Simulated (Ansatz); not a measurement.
Cl: several calculations on one system

## 1. Relaxation

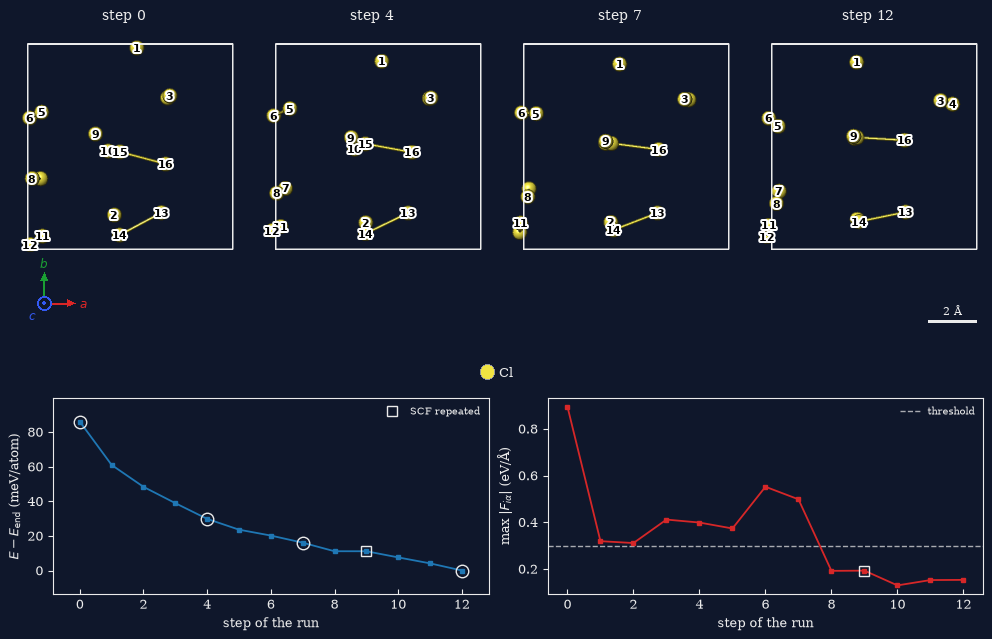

Frames of a relaxation of an amorphous cell of composition Cl, marked on the history of the run. The picture is a ball-and-stick view of the cell of the calculation, seen along the c axis.

The cell holds 8 Cl2. The run prepares the start of a later molecular dynamics calculation, from a guessed geometry.

Level of theory: Ansatz, DFT PBE-D3(BJ), scalar-relativistic, plane waves, PAW. Set-up: plane-wave cutoff 420 eV; k-point mesh 1 × 1 × 1; occupations fermi dirac; smearing width 0.02 eV; no spin polarisation; atoms relaxed in a fixed cell; force threshold 0.3 eV/Å; at most 15 steps.

**What happens along the run?**

Over 11 accepted moves (12 points after the start) the energy falls by 86.0 meV per atom. The largest force component goes from 0.89 to 0.15 eV/Å. 1 step only repeated the SCF at the same geometry. The largest move is that of Cl4, 1.79 Å roughly along [3 0 −1]. The lattice vectors keep their values. Near-neighbour distances that change, for instance: Cl3–Cl6 3.654 → 2.736 Å, Cl8–Cl12 3.629 → 2.747 Å, Cl2–Cl15 2.691 → 3.471 Å, Cl7–Cl11 3.502 → 2.851 Å. From step 0 to 4: Cl atoms move most (0.67 Å), energy −56.2 meV per atom. From step 4 to 7: Cl atoms move most (0.50 Å), energy −13.7 meV per atom. From step 7 to 12: Cl4 moves most (0.71 Å), energy −16.1 meV per atom.

```json
{"step": "0", "E − E(0), meV/atom": "0.00", "largest force component, eV/Å": "0.8948", "note": ""}
{"step": "1", "E − E(0), meV/atom": "-25.04", "largest force component, eV/Å": "0.3189", "note": ""}
{"step": "2", "E − E(0), meV/atom": "-37.69", "largest force component, eV/Å": "0.3108", "note": ""}
{"step": "3", "E − E(0), meV/atom": "-47.10", "largest force component, eV/Å": "0.4113", "note": ""}
{"step": "4", "E − E(0), meV/atom": "-56.20", "largest force component, eV/Å": "0.3986", "note": ""}
{"step": "5", "E − E(0), meV/atom": "-62.42", "largest force component, eV/Å": "0.3732", "note": ""}
{"step": "6", "E − E(0), meV/atom": "-65.83", "largest force component, eV/Å": "0.5519", "note": ""}
{"step": "7", "E − E(0), meV/atom": "-69.94", "largest force component, eV/Å": "0.4981", "note": ""}
{"step": "8", "E − E(0), meV/atom": "-74.89", "largest force component, eV/Å": "0.1917", "note": ""}
{"step": "9", "E − E(0), meV/atom": "-74.89", "largest force component, eV/Å": "0.1926", "note": "same geometry, SCF repeated"}
{"step": "10", "E − E(0), meV/atom": "-78.44", "largest force component, eV/Å": "0.1295", "note": ""}
{"step": "11", "E − E(0), meV/atom": "-81.88", "largest force component, eV/Å": "0.1523", "note": ""}
{"step": "12", "E − E(0), meV/atom": "-86.01", "largest force component, eV/Å": "0.1531", "note": ""}
```

## 2. Dynamics

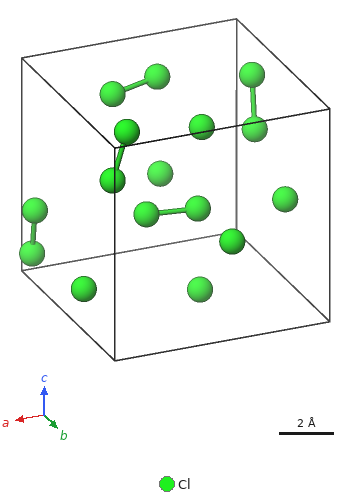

Starting frame of a dynamics run of a periodic cell with 8 Cl2 at 1.427 g/cm³. The picture is a ball-and-stick view of the simulation cell, seen from a free direction.

Method: DFT PBE-D3(BJ), scalar-relativistic, plane waves, PAW (Ansatz).

Input
```yaml
crystal:
  lattice:
    - [8.706588, 0.0, 0.0]
    - [0.0, 8.706588, 0.0]
    - [0.0, 0.0, 8.706588]
  atoms:
    - { symbol: Cl, position: [0.41531374, -0.08943857, 0.4153985] }
    - { symbol: Cl, position: [0.41790469, 0.14501, 0.41043014] }
    - { symbol: Cl, position: [0.8242547, 0.7237277, 0.92707996] }
    - { symbol: Cl, position: [0.88302808, 0.7063179, 0.70167154] }
    - { symbol: Cl, position: [0.03342459, 0.59823599, 0.41140774] }
    - { symbol: Cl, position: [-0.01307932, 0.63725002, 0.1816414] }
    - { symbol: Cl, position: [0.03758322, 0.28174612, 0.60743292] }
    - { symbol: Cl, position: [0.02405865, 0.22192109, 0.83511018] }
    - { symbol: Cl, position: [0.40036389, 0.54968278, 0.79792447] }
    - { symbol: Cl, position: [0.40455762, 0.54071332, 1.03099946] }
    - { symbol: Cl, position: [-0.0118868, 0.11567751, 0.32964734] }
    - { symbol: Cl, position: [-0.02268776, 0.06121559, 0.10259941] }
    - { symbol: Cl, position: [0.65427147, 0.1798449, 0.84254091] }
    - { symbol: Cl, position: [0.42675317, 0.13337118, 0.8631127] }
    - { symbol: Cl, position: [0.41604299, 0.54366573, 0.41479162] }
    - { symbol: Cl, position: [0.64911826, 0.53012644, 0.42492032] }
basis:
  ecutwfc: 420.0
kpoints:
  mp_grid: { grid: [1, 1, 1] }
hamiltonian:
  xc: pbe
  dispersion: d3bj
scf:
  occupations: { method: fermi_dirac, width: 0.02 }
  lower_state_search: "off"
md:
  timestep: 2
  n_steps: 300
  ensemble: nvt_langevin
  temperature: 350.0
  initial_velocities: maxwell_boltzmann
  seed: 677109
  friction: 0.02
```

Launched with:
```bash
ansatz run input.yaml --threads 1 --pin off --max-ram 3072MiB --backend cpu --events-out ev --progress --plain --runs-dir out
```

Predict how the run goes.

Answer. Over the second half the temperature averages 335 K (spread ±76 K). The potential energy in the second half lies on average 30.6 meV per atom above the first frame. Root-mean-square distances from the starting positions over the second half, with the common drift of all atoms taken out: Cl 0.58 Å. The heavy atoms stay within a fraction of a molecule's size of their starting places; so short a run doesn't tell a liquid from a solid.

Along the run (each row but the first and the last is the mean over the interval that it begins):

```tsv
time (fs)	potential energy (meV/atom)	T (K)
0.0	0.0	328
100.0	30.4	334
200.0	26.2	325
300.0	30.7	340
400.0	28.9	315
500.0	32.0	350
600.0	37.3	426
```

The paths of the atoms:

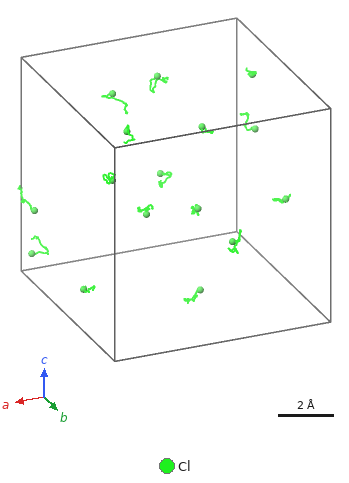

Cost: 12 min on 1 thread of Arm Neoverse V2, on a shared host, peak memory 0.46 GiB.

## 3. Dynamics

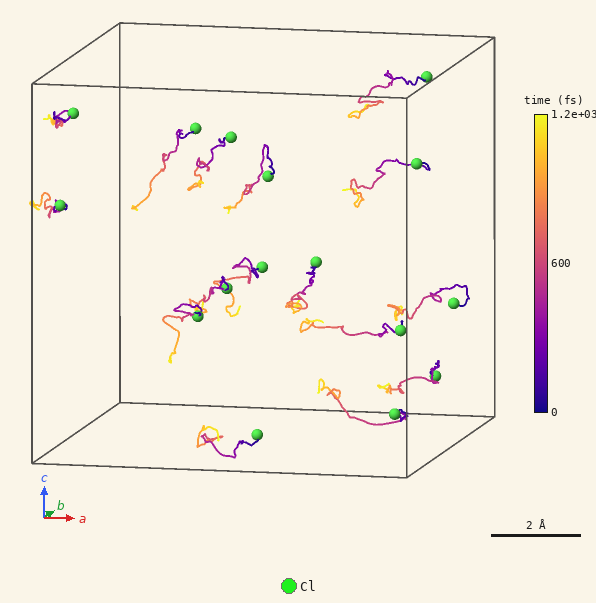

Molecular dynamics of a periodic cell with 8 Cl2 at 1.427 g/cm³, 1.20 ps long. It starts from the last geometry of an earlier run, with fresh velocities. Lines trace each atom's path, coloured by time; spheres stand at the starting positions. Seen slightly off an axis in the simulation cell.

Method: DFT PBE-D3(BJ), scalar-relativistic, plane waves, PAW in Ansatz. Set-up: plane-wave cutoff 420 eV; k-point mesh 1 × 1 × 1; Fermi-Dirac smearing 0.02 eV; Langevin thermostat and barostat (NPT); set temperature 350 K; time step 3 fs; friction 0.02 per fs; target pressure 0 GPa.

> Describe the motion.

Root-mean-square distances from the starting positions over the second half, with the common drift of all atoms taken out: Cl 0.60 Å. The heavy atoms stay within a fraction of a molecule's size of their starting places; so short a run doesn't tell a liquid from a solid. Bond changes: 5 Cl–Cl bonds form between 708 fs and 1.08 ps.

The run took 17 min on 1 thread of Arm Neoverse V2, with other jobs on the host, peak memory 0.46 GiB.
